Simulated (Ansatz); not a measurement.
**CH3AlCl2: short molecular-dynamics run**

How does CH3AlCl2 move over a short run? Aim: a short molecular-dynamics run, for CH3AlCl2, run from a script.

Computed with Ansatz 0.2.0 through its Python package. Level of theory: B3LYP/6-31G.

### 1 The system

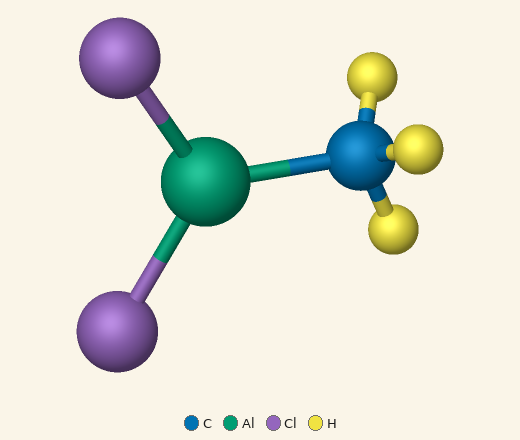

The starting structure, viewed from a chosen angle; carbon blue, aluminium teal, chlorine purple, hydrogen yellow.

No structure file is read: the coordinates are typed or built in the script.

### 2 The script

Input file md_ch3alcl2.py:

```python
import ansatz
import numpy as np

params = {
    "basis_set": "6-31G",
    "xc": "b3lyp",
    "n_steps": 20,
    "temperature_k": 200,
}

GEOMETRY = """
C    -0.14140    0.92970   -0.15200
Al    0.16530   -0.96070    0.15120
Cl    1.87000   -1.57070    1.36380
Cl   -1.09240   -2.47570   -0.72660
H    -1.09280    1.07640   -0.81390
H    -0.35390    1.49900    0.80700
H     0.70640    1.43410   -0.67520
"""


def main() -> None:
    geometry = ansatz.Crystal.molecule()
    for line in GEOMETRY.strip().splitlines():
        symbol, *xyz = line.split()
        geometry = geometry.atom(symbol, [float(v) for v in xyz])

    calc = (
        geometry.calculation()
        .basis(gaussian=params["basis_set"])
        .functional(params["xc"])
        .scf(lower_state_search="off")
        .md("nvt_nose_hoover", timestep=0.25, steps=params["n_steps"], temperature=params["temperature_k"], initial_velocities="maxwell_boltzmann", seed=83, thermostat_time=20)
    )
    frames = []
    calc.session().plan().execute(on_event=lambda e: frames.append(e["data"]) if e["event"] == "md_step" else None)
    print("t (fs)   E_pot (eV)      E_kin (eV)   T (K)   d(0-1) (A)")
    for f in frames[::3]:
        xyz = np.array(f["positions_ang"])
        print(f"{f['time_fs']:6.2f} {f['lagrangian_ev']:14.5f} {f['e_kin_ev']:10.5f} {f['temperature_k']:8.1f} {np.linalg.norm(xyz[0] - xyz[1]):9.4f}")
    kept = np.array([f["conserved_ev"] for f in frames])
    print(f"conserved energy moves by at most {1000 * np.ptp(kept):.3f} meV")


if __name__ == "__main__":
    main()
```

### 3 Launch

Launch:

```
python md_ch3alcl2.py
```

Output:

```text
t (fs)   E_pot (eV)      E_kin (eV)   T (K)   d(0-1) (A)
  0.00   -32730.47013    0.12926    200.0    1.9390
  0.75   -32730.48928    0.14831    229.5    1.9410
  1.50   -32730.51635    0.17517    271.0    1.9437
  2.25   -32730.53343    0.19187    296.9    1.9469
  3.00   -32730.52641    0.18430    285.2    1.9504
  3.75   -32730.49514    0.15248    235.9    1.9539
  4.50   -32730.45743    0.11437    177.0    1.9572
conserved energy moves by at most 0.407 meV
```

Wall time 31 s (1 thread of Intel Xeon Platinum 8488C (Sapphire Rapids), shared host); peak memory 0.19 GiB.

### 4 What the engine kept of the run

The report of the run holds:

```
             item         value
SCF cycles in all           146
         orbitals            54
total energy (eV)  -32730.44239
```

### 5 What the atoms did

Step by step:

```
time (fs)  T (K)  change of potential energy (meV/atom)  change of conserved energy (meV/atom)  mean square move (Å²)
      0.0    200                                    0.0                                   0.00                 0.0000
      0.2    207                                   -0.7                                   0.00                 0.0000
      0.5    217                                   -1.6                                  -0.01                 0.0001
      0.8    229                                   -2.7                                  -0.01                 0.0001
      1.0    243                                   -4.0                                  -0.02                 0.0002
      1.2    258                                   -5.3                                  -0.03                 0.0004
      1.5    271                                   -6.6                                  -0.03                 0.0006
      1.8    283                                   -7.7                                  -0.04                 0.0008
      2.0    292                                   -8.5                                  -0.04                 0.0011
      2.2    297                                   -9.0                                  -0.05                 0.0014
      2.5    298                                   -9.1                                  -0.05                 0.0017
      2.8    294                                   -8.8                                  -0.05                 0.0021
      3.0    285                                   -8.0                                  -0.05                 0.0026
      3.2    272                                   -6.9                                  -0.05                 0.0030
      3.5    255                                   -5.3                                  -0.04                 0.0035
      3.8    236                                   -3.6                                  -0.03                 0.0039
      4.0    215                                   -1.7                                  -0.02                 0.0044
      4.2    195                                    0.2                                  -0.01                 0.0048
      4.5    177                                    1.8                                  -0.01                 0.0052
      4.8    162                                    3.1                                   0.00                 0.0055
      5.0    153                                    4.0                                   0.01                 0.0058
```

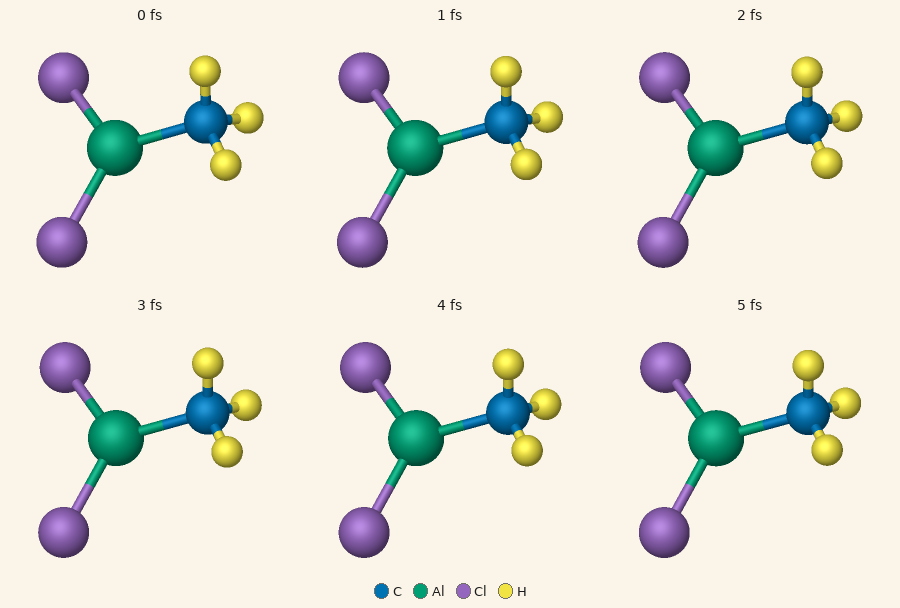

Six frames of the run. Sticks are drawn by distance alone, so a stretched bond can lose its stick.

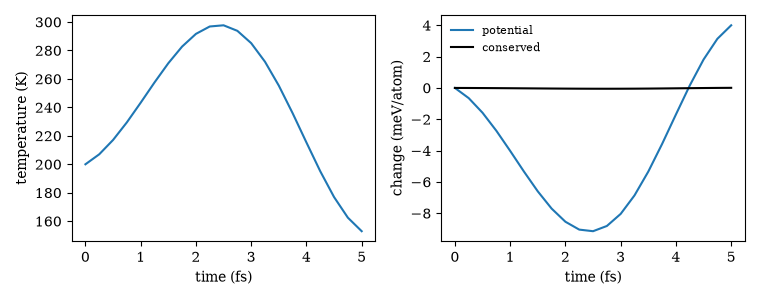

Temperature and energies against time.

Positions (Å) and forces (eV/Å) at 5.0 fs:

```xyz
7

C    -0.165    0.927   -0.161    1.770   -0.619    0.026
Al    0.168   -0.977    0.158    0.246    0.935   -0.037
Cl    1.878   -1.566    1.370    0.135   -0.185    0.137
Cl   -1.098   -2.467   -0.734   -0.322   -0.537   -0.195
H    -0.993    1.096   -0.758   -2.257    0.126   -1.046
H    -0.240    1.474    0.746   -0.273    0.503    1.176
H     0.623    1.432   -0.717    0.702   -0.222   -0.062
```

### 6 Results

```
                              quantity           value
                          total energy  -32730.4424 eV
                         dipole moment          3.07 D
                     length of the run  20 steps, 5 fs
         mean temperature, second half           231 K
                         farthest move          0.13 Å
largest change of the conserved energy   0.05 meV/atom
```

In words: The temperature swings between 153 and 298 K, with a mean of 231 K in the second half; 7 atoms fluctuate widely. The conserved energy stays within 0.05 meV/atom, so the time step holds. A run of 5 fs is far too short for averages. Notes:
- The settings weren't tested for convergence.
- The trajectory is only some femtoseconds long, and gives no averages; where the script doesn't relax first, it starts from a rough generated geometry.
- b3lyp holds the VWN-RPA fit, as in Gaussian; the form of ORCA and Turbomole is b3lyp5.
